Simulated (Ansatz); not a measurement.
Start from LaN in the zinc blende structure (space group F-43m, No. 216; a = 5.5465 Å; a hypothetical phase, not in the database extracts checked). Axes: x, y, z lie along the cube axes.

Modification: tensor shear ε_yz = −1.06 % (engineering shear γ = -0.0212); the atoms relax in the strained cell.

All numbers come from PBEsol/PAW in Ansatz (a program for electronic structure), no spin-orbit coupling.

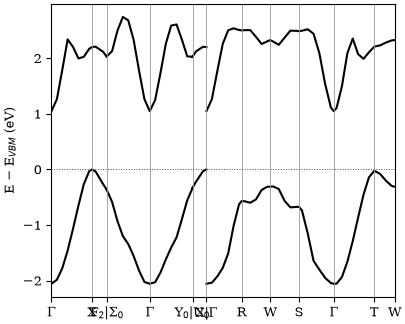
*Highest valence and lowest conduction band along the path of the changed cell's own zone*

Problem. From the figure, how large is the changed gap, and is it direct?

Solution. About 1.0 eV, indirect, X → Γ.

Whether these cells are dynamically stable was not tested. k-point labels follow each cell's own Brillouin zone.
